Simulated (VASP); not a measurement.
```
Cs Be Pb Br
1.0
    -5.87000    5.87000    5.87000
     5.87000   -5.87000    5.87000
     5.87000    5.87000   -5.87000
Cs Be Pb Br
4 1 3 12
Direct
  0.00000 0.00000 0.00000
  0.50000 0.50000 0.00000
  0.50000 0.00000 0.50000
  0.00000 0.50000 0.50000
  0.50000 0.50000 0.50000
  0.00000 0.00000 0.50000
  0.00000 0.50000 0.00000
  0.50000 0.00000 0.00000
  0.50000 0.27677 0.27677
  0.00000 0.75000 0.25000
  0.00000 0.25000 0.75000
  0.50000 0.72323 0.72323
  0.27677 0.50000 0.27677
  0.75000 0.00000 0.25000
  0.72323 0.50000 0.72323
  0.25000 0.00000 0.75000
  0.27677 0.27677 0.50000
  0.72323 0.72323 0.50000
  0.75000 0.25000 0.00000
  0.25000 0.75000 0.00000
```

Computed with Kohn-Sham DFT of a periodic cell, PBE, VASP PAW PBE potentials, recommended in VASP 6.6.1.

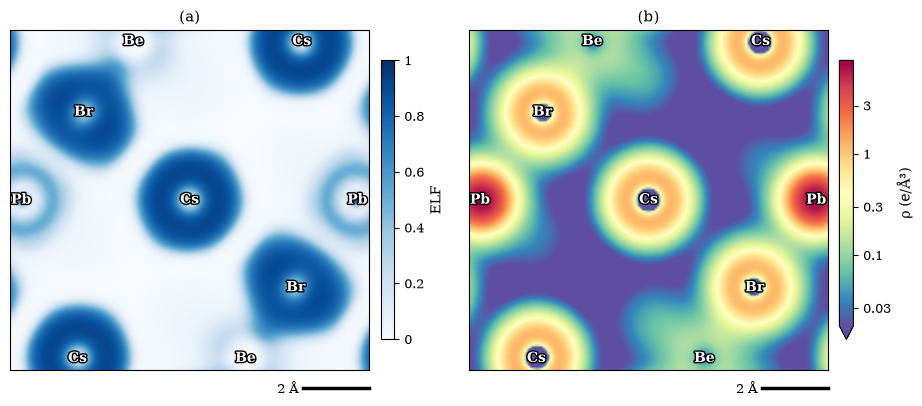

Cs4BePb3Br12 (cell with a defect). (a) electron localisation function; (b) valence charge density (pseudo) on the (100) plane of the calculation cell.

The density is the valence pseudo-density of a PAW calculation; it isn't the true density close to the nuclei.

**Describe what can be read from this map.**

- The section cuts through Cs, Be, Pb and Br sites.
- Be–Br (2.62 Å): the density is about 0.29 e/Å³ at the midpoint; the ELF is about 0.75 at the midpoint.
- Cs–Br (4.16 Å): ρ at the midpoint is about 0.03 e/Å³; the ELF is about 0 at the midpoint (a closed-shell, largely ionic contact).
- Pb–Br (3.25 Å): the density is about 0.14 e/Å³ at the midpoint; the ELF is about 0.20 at the midpoint; no shared electron pair shows on this line.
- Between the atoms the lowest density in this plane is 0.004 e/Å³.
- The features right at Cs lie inside the PAW spheres, where the map follows smoothed inner orbitals and isn't to be read closely.
